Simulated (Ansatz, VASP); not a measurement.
# HgGe: VASP beside Ansatz

Aim: how closely do two programs agree when they are given the same cell, functional and k mesh? The cell is invented: As first built, before any earlier steps moved the atoms: it takes the MgZr structure with all of its atoms replaced by other elements, volume scaled by an estimate. It may not be a known or stable phase. The cell comes out of the VASP series on this material, whose earlier steps may have relaxed, scaled or displaced it; both programs get it as it stands.

Program: Ansatz 0.2.0. Level of theory: plane waves, with VASP 6.6.1 beside it; band structure at LDA. Results are calculated unless marked as measured.

**1. The starting structure**

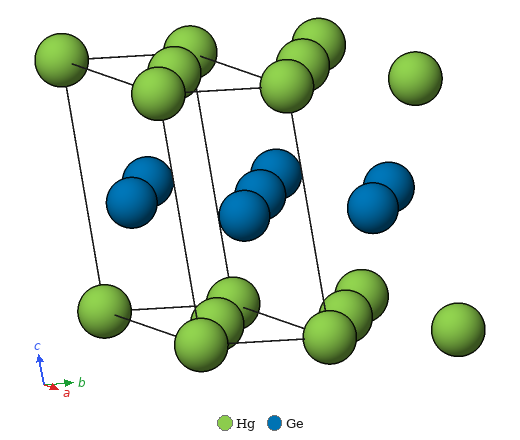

Start, viewed slightly off an axis; mercury green, germanium blue. 1×2×1 cells are drawn. This picture shows the conventional cell, with its axes. Some periodic images of atoms are drawn too.

**2. Ansatz: band structure, LDA**

Ansatz runs on its default PAW (the set named soft_2) files.

The same path points are solved in both programs, so levels can be compared one by one.

Contents of input.yaml:

```yaml
crystal:
  lattice:
    - [2.6847845886, -1.4743834336, -0.1659562074]
    - [2.6847845886, 1.4743834336, -0.1659562074]
    - [-2.0691724146, 0.0, 5.2024629283]
  atoms:
    - { symbol: Hg, position: [0.0012163761, 0.0012163761, 0.9995450155] }
    - { symbol: Ge, position: [0.4983348269, 0.4983348269, 0.4997829845] }
hamiltonian:
  xc: lda
  pseudopotentials: { kind: paw }
kpoints:
  mp_grid: { grid: [8, 8, 4] }
  band_path:
    path:
      - [0.0, 0.0, 0.0]
      - [-0.16667, -0.16667, 0.0]
      - [-0.33333, -0.33333, 0.0]
      - [-0.5, -0.5, 0.0]
      - [-0.50471, -0.50471, 0.02299]
      - [-0.51036, -0.51036, 0.05059]
      - [-0.51413, -0.51413, 0.06898]
      - [-0.50848, -0.50848, 0.24139]
      - [-0.50377, -0.50377, 0.38506]
      - [-0.51305, -0.48695, 0.5]
      - [-0.57832, -0.42168, 0.5]
      - [-0.65665, -0.34335, 0.5]
      - [-0.28391, 0.28391, 0.5]
      - [-0.16224, 0.16224, 0.5]
      - [-0.06084, 0.06084, 0.5]
      - [-0.06478, -0.06478, 0.55747]
      - [-0.22674, -0.22674, 0.70114]
      - [-0.42109, -0.42109, 0.87355]
      - [-0.5211, -0.4789, 0.0]
      - [-0.58438, -0.41562, 0.0]
      - [-0.63713, -0.36287, 0.0]
      - [-0.27342, 0.27342, 0.0]
      - [-0.1595, 0.1595, 0.0]
      - [-0.02279, 0.02279, 0.0]
      - [-0.1, 0.0, 0.0]
      - [-0.3, 0.0, 0.0]
      - [-0.46667, 0.0, 0.0]
      - [-0.36667, 0.0, 0.36667]
      - [-0.2, 0.0, 0.2]
      - [0.0, 0.0, 0.0]
    npoints: 1
scf:
  occupations: { method: fermi_dirac, width: 0.05 }
  n_extra_bands: 7
output:
  forces: true
  stress: true
  eigenvalues: true
```

Started as:

```console
$ ansatz run input.yaml --threads 2 --pin off --max-ram 4608MiB --backend cpu --events-out ev --progress --plain --runs-dir out
```

Numbers of over 12 decimals in the logs are rounded to 6 here.

The log of the run:

```text
scf.n_extra_bands = 7 over 17 filled bands (N_el = 34.0): the run solves 24 bands
Engine: ansatz 0.2.0, aarch64-unknown-linux-gnu
Pseudopotentials: kind: paw
Pseudopotential: Hg, paw, valence charge 20, recommended cutoff 420 eV (normal), Hg.paw.azcp
Pseudopotential: Ge, paw, valence charge 14, recommended cutoff 420 eV (normal), Ge.paw.azcp
Functional definition: SPW92
  exchange = slater_x
  correlation = pw_c
Crystal: 2 atoms, lattice volume = 40.174 Å³
Basis set: ecut = 420 eV, 777 PW (Γ)
Bands: 24, of which v1, the nominal top of the filled ones, is band 17 counted from 1 (16 counted from 0)
Symmetry: 2 space group operations
Space group: Cm (ITA 8), of the structure as read, at distance tolerance 3.4e-5 Å
k-points: 78 of 256 (time reversal used)
Non-local potential: Hg, projectors of the file, l = 0: 3, l = 1: 2, l = 2: 2, l = 3: 1
Non-local potential: Ge, projectors of the file, l = 0: 2, l = 1: 2, l = 2: 3, l = 3: 1
PAW form: soft (Blöchl's): semilocal exchange-correlation on the pseudo side does not see the compensation charge
PAW frozen core: Hg, regenerated for the run's functional, and the local potential with it (the file was generated under x = pbe(κ = 0.804, μ = 0.219515), c = pbe(β = 0.066725))
PAW frozen core: Ge, regenerated for the run's functional, and the local potential with it (the file was generated under x = pbe(κ = 0.804, μ = 0.219515), c = pbe(β = 0.066725))
PAW one-centre angular grid: Hg, 590 points (default); XC on 64 Gauss nodes
PAW one-centre angular grid: Ge, 590 points (default); XC on 64 Gauss nodes
Initial density: superposition of atomic densities (neutral atoms: chi_scale 0, normalization atom), corrected by the library's trained network
Initial wavefunctions: pseudopotential atomic-orbital guess
Functional: x = slater, c = lda
SCF iter   1: F=—  HF=-17737.676708 eV  |F-HF|=—  |Δ(HF+E_count)|=         —  Δρ=5.61e-3  dr2=1.13e-2  ethr=1.77e-3  ⟨swp⟩=5.7  Hψ=8086  notcnv=0  defer=14
preconditioner: auto → Kerker (q_TF=auto, 2.653 Å⁻¹)  [metal: Δε(μ)=0.063 eV  Ē_g=20.925 eV  σ=0.050 eV  W_gap=0.30  n_scr=16 (ndim 8)  ℏωp=29.9 eV  f_vac=0.000  D(μ)=0.94/eV (n_scr^D=2)]
SCF iter   2: F=—  HF=-17737.674422 eV  |F-HF|=—  |Δ(HF+E_count)|=   2.29e-3  Δρ=2.73e-3  dr2=2.82e-3  ethr=3.31e-5  ⟨swp⟩=2.6  Hψ=3502  notcnv=0  defer=47
SCF iter   3: F=—  HF=-17737.673634 eV  |F-HF|=—  |Δ(HF+E_count)|=   7.87e-4  Δρ=7.79e-4  dr2=1.82e-4  ethr=8.30e-6  ⟨swp⟩=2.3  Hψ=2201  notcnv=0  defer=47
SCF iter   4: F=—  HF=-17737.673574 eV  |F-HF|=—  |Δ(HF+E_count)|=   6.00e-5  Δρ=2.64e-4  dr2=3.26e-5  ethr=5.37e-7  ⟨swp⟩=2.0  Hψ=2140  notcnv=0  defer=47
SCF iter   5: F=—  HF=-17737.673557 eV  |F-HF|=—  |Δ(HF+E_count)|=   1.77e-5  Δρ=8.31e-5  dr2=3.16e-6  ethr=9.60e-8  ⟨swp⟩=2.0  Hψ=2656  notcnv=0  defer=47
SCF iter   6: F=—  HF=-17737.673556 eV  |F-HF|=—  |Δ(HF+E_count)|=   6.26e-7  Δρ=2.54e-5  dr2=1.98e-7  ethr=9.29e-9  ⟨swp⟩=2.0  Hψ=2703  notcnv=0  defer=47
SCF iter   7: F=-17737.673556 eV  HF=-17737.673556 eV  |F-HF|=1.35e-8  |Δ(HF+E_count)|=   3.63e-8  Δρ=5.77e-6  dr2=2.05e-8  ethr=2.94e-10  ⟨swp⟩=7.9  Hψ=7616  notcnv=0
SCF 1 converged in 7 iterations: F = -17737.673556 eV  dr2 = 2.05e-8
  greatest PAW one-centre occupation: 1.000 electrons in one spin orbital (limit 2), on the Hg atom at site 0 (counted from 0), in its partial waves of l = 0
NSCF: frozen V_eff on 30 k-points
SCF converged after 7 iterations
Free energy (F): -17737.673556 eV
Harris-Foulkes:  -17737.673556 eV  (|F-HF|=1.35e-8)
Internal energy: -17737.665909 eV  (E = F + TS)
E sigma→0 (E₀):  -17737.669733 eV
Entropy (-TS):   -0.007647 eV (-3.823 meV/atom)
Fermi energy:    13.903536 eV
--- Per-component energies (eV) ---
  E_band       = -487.665528
  E_kinetic    = 716.015518
  E_local      = -4577.270733  (includes V_loc(G=0)·N_el)
  E_nonlocal   = 496.808323
  E_hartree    = 1980.472851
  E_xc         = -295.292037
  E_vxc        = -328.447653  (∫ρ·V_xc dr)
  E_paw        = -11591.492686  (= ΣΔE_a)
  E_vpaw       = -755.711768  (= ΣTr[D̂ρ^β])
  E_aug_tail   = 0.001145  (compensation charges beyond the density's cutoff)
  E_ewald      = -4469.392710
  E_core_change = 2.484419  (= ΣΔE_core)
  E_smearing   = -0.007647  (= −TS)
  E_closure    = -0.000000  (closes the sum)
  Σ components = -17737.673556   (vs F -17737.673556, Δ=0.00e0)
--- Forces (eV/Å), atoms counted from 1 ---
  atom   1  Hg     0.00067550     0.00000000    -0.00101816
  atom   2  Ge    -0.00067554     0.00000000     0.00101784
  max |Σ_I F_I| component: 3.16e-7 eV/Å
--- Stress (GPa, compression-positive) ---
        1.202232      -0.000000       0.247833
       -0.000000      -0.230362      -0.000000
        0.247833      -0.000000      -1.161612
  P = ⅓ Tr σ = -0.0632 GPa (-0.632 kbar)
--- Band table (eV; the first three rows and the last of 78) ---
  k-point 0: bands = [... 13 lower, 7.3425, 7.4698, 9.5518, 9.7997, 20.6611, 21.7981, 25.1920, 26.3578, ... 3 higher]
  k-point 1: bands = [... 13 lower, 7.1235, 7.3464, 7.4713, 13.2310, 20.8747, 21.8749, 22.0729, 25.9158, ... 3 higher]
  k-point 2: bands = [... 13 lower, 6.6974, 7.3306, 7.4727, 17.3626, 17.5679, 21.1256, 21.9548, 25.6044, ... 3 higher]
  k-point 77: bands = [... 13 lower, 7.2331, 8.0237, 10.0833, 14.1938, 14.7649, 16.1084, 16.7235, 19.1558, ... 3 higher]
```

The job ended after 4.8 s (2 threads of Arm Neoverse V2, shared host; peak memory 0.37 GiB; 9.1 s of CPU time).

**3. VASP: band structure, LDA**

The same cell, functional (in two slightly different forms), mesh and smearing now go to VASP, with its own data sets and cutoff.

Lines of VASP's logs that name or quote its potential files are left out, and so is its time.

Contents of INCAR:

```
SYSTEM = HgGe
PREC = Accurate
ENCUT = 410
EDIFF = 1E-06
NELM = 100
ISMEAR = -1
SIGMA = 0.05
LREAL = .FALSE.
ALGO = Normal
GGA = CA
NBANDS = 25
LORBIT = 11
LWAVE = .FALSE.
LCHARG = .FALSE.
```

Contents of POSCAR:

```
HgGe
1.0
    2.6847845886     -1.4743834336     -0.1659562074
    2.6847845886      1.4743834336     -0.1659562074
   -2.0691724146      0.0000000000      5.2024629283
Hg Ge
1 1
Direct
    0.0012163761      0.0012163761      0.9995450155
    0.4983348269      0.4983348269      0.4997829845
```

Contents of KPOINTS:

```
Automatic mesh
0
Gamma
8 8 4
0 0 0
```

Contents of KPOINTS_OPT:

```
Line mode
16
Line-mode
Reciprocal
  0.00000000   0.00000000   0.00000000 GAMMA
 -0.50000000  -0.50000000   0.00000000 Y

 -0.50000000  -0.50000000   0.00000000 Y
 -0.51412513  -0.51412513   0.06898351 F

 -0.51412513  -0.51412513   0.06898351 F
 -0.50000000  -0.50000000   0.50000000 L

 -0.50000000  -0.50000000   0.50000000 L
 -0.69580662  -0.30419338   0.50000000 I

 -0.30419338   0.30419338   0.50000000 I1
  0.00000000   0.00000000   0.50000000 Z

  0.00000000   0.00000000   0.50000000 Z
 -0.48587487  -0.48587487   0.93101649 F1

 -0.50000000  -0.50000000   0.00000000 Y
 -0.65822117  -0.34177883   0.00000000 X1

 -0.34177883   0.34177883   0.00000000 X
  0.00000000   0.00000000   0.00000000 GAMMA

  0.00000000   0.00000000   0.00000000 GAMMA
 -0.50000000   0.00000000   0.00000000 N

 -0.50000000   0.00000000   0.50000000 M
  0.00000000   0.00000000   0.00000000 GAMMA
```

The projector-augmented-wave data sets are Hg and Ge_d (LDA family, release 64).

Started as:

```console
$ mpirun -np 1 vasp_std
```

The log of the run:

```text
[banner, memory and clock lines left out]
running    1 mpi-ranks, on    1 nodes
 distrk:  each k-point on    1 cores,    1 groups
 distr:  one band on    1 cores,    1 groups

 POSCAR found type information on POSCAR HgGe
 POSCAR found :  2 types and       2 ions
 LDA part: xc-table for (Slater(with rela. corr.)+CA(PZ))
 , standard interpolation
 POSCAR, INCAR and KPOINTS ok, starting setup
 FFT: planning ... GRIDC
 FFT: planning ... GRID_SOFT
 FFT: planning ... GRID
 WAVECAR not read
 entering main loop
       N       E                     dE             d eps       ncg     rms          rms(c)
DAV:   1     0.177452722606E+03    0.17745E+03   -0.11065E+04  4859   0.211E+03
DAV:   2     0.124473134580E+02   -0.16501E+03   -0.15555E+03  4060   0.447E+02
DAV:   3    -0.566948856514E+01   -0.18117E+02   -0.17957E+02  4493   0.933E+01
DAV:   4    -0.603691308048E+01   -0.36742E+00   -0.36728E+00  4459   0.136E+01
DAV:   5    -0.604016945840E+01   -0.32564E-02   -0.32563E-02  4704   0.140E+00    0.552E+00
DAV:   6    -0.568859976962E+01    0.35157E+00   -0.10002E+00  4723   0.748E+00    0.515E+00
DAV:   7    -0.567899058026E+01    0.96092E-02   -0.37289E-02  4651   0.171E+00    0.283E+00
DAV:   8    -0.567319658548E+01    0.57940E-02   -0.51392E-03  5511   0.754E-01    0.186E-01
DAV:   9    -0.567301487762E+01    0.18171E-03   -0.39600E-04  5304   0.262E-01    0.326E-02
DAV:  10    -0.567300689833E+01    0.79793E-05   -0.69123E-05  5309   0.965E-02    0.103E-02
DAV:  11    -0.567300665690E+01    0.24143E-06   -0.34232E-06  4737   0.237E-02
   1 F= -.56730067E+01 E0= -.56692099E+01  d E =-.759351E-02
 Start KPOINTS_OPT (optional k-point list driver)
k-point batch [1-78\160]
       N       E                     dE             ncg
DAV:   1    -0.316565037060E+04   -0.66587E+05     4937
DAV:   2    -0.157487326849E+05   -0.12583E+05     4180
DAV:   3    -0.171108256209E+05   -0.13621E+04     4455
DAV:   4    -0.171374697727E+05   -0.26644E+02     4280
DAV:   5    -0.171376979092E+05   -0.22814E+00     4497
DAV:   6    -0.171377014807E+05   -0.35714E-02     4473
DAV:   7    -0.171377015572E+05   -0.76508E-04     4554
DAV:   8    -0.171377015588E+05   -0.16475E-05     3079
DAV:   9    -0.171377015590E+05   -0.22028E-06     2833
[...]
k-point batch [157-160\160]
       N       E                     dE             ncg
DAV:   1     0.476988155291E+05   -0.35406E+03      257
DAV:   2     0.470238548769E+05   -0.67496E+03      200
DAV:   3     0.469529528070E+05   -0.70902E+02      225
DAV:   4     0.469515989436E+05   -0.13539E+01      240
DAV:   5     0.469515867487E+05   -0.12195E-01      272
DAV:   6     0.469515865431E+05   -0.20560E-03      246
DAV:   7     0.469515865379E+05   -0.51580E-05      264
DAV:   8     0.469515865378E+05   -0.13051E-06      207
```

OUTCAR, selected parts (step 3):

```text
ion  position               nearest neighbor table
   1  0.001  0.001  1.000-   2 2.93   2 2.95   2 3.16   2 3.16   2 3.17   2 3.17
   2  0.498  0.498  0.500-   1 2.93   1 2.95   1 3.16   1 3.16   1 3.17   1 3.17

  LATTYP: Found a base centered monoclinic cell.
 ALAT       =     5.3798177478
 B/A-ratio  =     0.5481164986
 C/A-ratio  =     1.0407132568
 COS(beta)  =    -0.4261950213

 Subroutine GETGRP returns: Found  2 space group operations
 (whereof  2 operations were pure point group operations)

The static configuration has the point symmetry C_1h.

 Found     78 irreducible k-points:

   k-points           NKPTS =     78   k-points in BZ     NKDIM =     78   number of bands    NBANDS=     25

   dimension x,y,z NGX =    20 NGY =   20 NGZ =   40
   dimension x,y,z NGXF=    40 NGYF=   40 NGZF=   80

   ENCUT  =  410.0 eV  30.13 Ry    5.49 a.u.   5.06  5.06  9.24*2*pi/ulx,y,z

   NELECT =      26.0000    total number of electrons

 k-points in reciprocal lattice and weights: Automatic mesh
   0.00000000  0.00000000  0.00000000       0.004
   0.12500000  0.00000000  0.00000000       0.016
   0.25000000  0.00000000  0.00000000       0.016
   0.37500000  0.00000000  0.00000000       0.016
   0.50000000  0.00000000  0.00000000       0.008
   0.12500000  0.12500000  0.00000000       0.008
   0.25000000  0.12500000  0.00000000       0.016
   0.37500000  0.12500000  0.00000000       0.016
   0.50000000  0.12500000  0.00000000       0.016
[...]
-0.37500000  0.37500000  0.50000000       0.008
   0.50000000  0.50000000  0.50000000       0.004

 average (electrostatic) potential at core
       1 -39.1001       2 -75.1843

 E-fermi :   4.9029

 k-point     1 :       0.0000    0.0000    0.0000
  band No.  band energies     occupation
    ...
      9      -2.3434      2.00000
     10      -1.7012      2.00000
     11      -1.5746      2.00000
     12       0.5547      2.00000
     13       0.7845      2.00000
     14      11.6885      0.00000
     15      12.8182      0.00000
     16      16.3405      0.00000
     17      17.4106      0.00000
     18      18.8330      0.00000
    ...

 k-point     2 :       0.1250    0.0000    0.0000
  band No.  band energies     occupation
    ...
      9      -2.3370      2.00000
     10      -1.9846      2.00000
     11      -1.7099      2.00000
     12       0.3107      2.00000
     13       1.8911      2.00000
     14      10.2393      0.00000
     15      11.3059      0.00000
     16      15.7317      0.00000
     17      16.1420      0.00000
     18      17.4951      0.00000
    ...

 k-point     3 :       0.2500    0.0000    0.0000
  band No.  band energies     occupation
    ...
      9      -2.3727      2.00000
     10      -1.8806      2.00000
     11      -1.8250      2.00000
     12       0.5738      2.00000
     13       3.8318      2.00000
     14       6.6507      0.00000
     15      10.0890      0.00000
     16      12.0965      0.00000
     17      14.0510      0.00000
     18      16.0531      0.00000
    ...

  Total        0.4084350      0.0399526     -0.2078399      0.0000000      0.0000000      0.0750722
  in kB       16.2886569      1.5933358     -8.2887919      0.0000000      0.0000000      2.9939303
  external PRESSURE =       3.1977336 kB  Pullay stress =       0.0000000 kB

  energy-cutoff  :      410.00
  volume of cell :       40.17
      direct lattice vectors                 reciprocal lattice vectors
     2.684784589 -1.474383434 -0.165956207     0.190928679 -0.339124809  0.075937947
     2.684784589  1.474383434 -0.165956207     0.190928679  0.339124809  0.075937947
    -2.069172415  0.000000000  5.202462928     0.012181076  0.000000000  0.197061423

 POSITION                                       TOTAL-FORCE (eV/Angst)
 -----------------------------------------------------------------------------------
     -2.06170      0.00000      5.19969         0.000031      0.000000     -0.001010
      1.64171      0.00000      2.43470        -0.000031      0.000000      0.001010
 -----------------------------------------------------------------------------------
    total drift:                                0.000469      0.000000     -0.000165

  FREE ENERGIE OF THE ION-ELECTRON SYSTEM (eV)
  ---------------------------------------------------
  free  energy   TOTEN  =        -5.6730066569 eV

  energy  without entropy=       -5.6654131514  energy(sigma->0) =       -5.66920990

 total charge
# of ion       s       p       d       tot
------------------------------------------
    1        0.853   0.373   9.309  10.535
    2        1.301   0.860  10.009  12.171
--------------------------------------------------
tot          2.154   1.233  19.319  22.706

[... 3 further parts left out ...]
```

The run ends at a pressure of 0.32 GPa, with forces up to 0.0010 eV/Å.

**4. Side by side**

Known differences besides the PAW data sets themselves: the two LDA forms differ slightly; the data sets hold 34 valence electrons in Ansatz (default PAW (the set named soft_2) files) and 26 in VASP; the cutoff is 420 eV in Ansatz and 410 eV in VASP; Ansatz makes its cores anew for this functional, VASP keeps those of its LDA data sets. Total energies have different zeros and are not compared.

The two programs side by side:

| quantity | Ansatz | VASP | difference |
| --- | --- | --- | --- |
| pressure (GPa) | -0.06 | 0.32 | -0.38 |

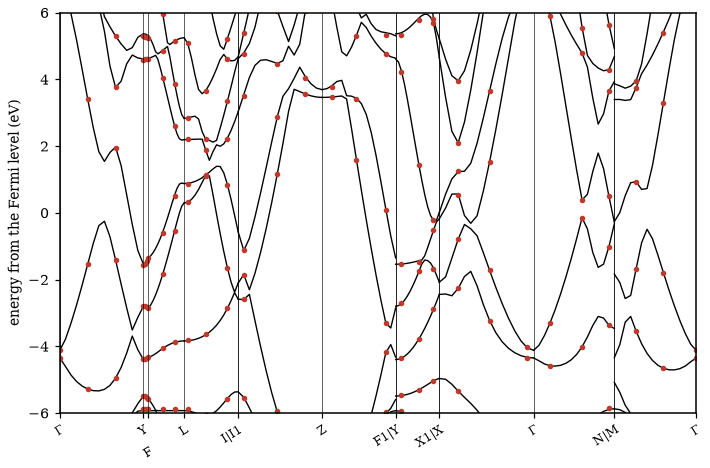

Bands from VASP (lines) and levels from Ansatz (dots). Dots without a line are higher empty bands that the VASP plot leaves out.

Levels from 3 eV below to 2 eV above the Fermi level differ by 13 meV r.m.s. and 36 meV at most; each VASP level is matched to the nearest of Ansatz, which flatters the figure a little.

**5. Results**

```
r.m.s. difference of levels near the Fermi level (band structure, LDA) : 13 meV
```

In words: The r.m.s. difference of levels near the Fermi level is 13 meV (band structure, LDA), within the 80 meV picked in this series as the mark of a large difference. How closely two codes agree says nothing of how well the functional describes the real material.

[Lines on the potential files, build, host, timing and source positions are cut from VASP's logs without a mark.]

[Logs are printed without paths, hosts, clocks, repeated set-up lines and the standing remarks that a program may print on its own settings, such as how far it seeks lower states.]

[Hosts, paths, dates, database ids (printed as entryN), source tags and the programs' standing remarks are cut or masked in the printed files.]
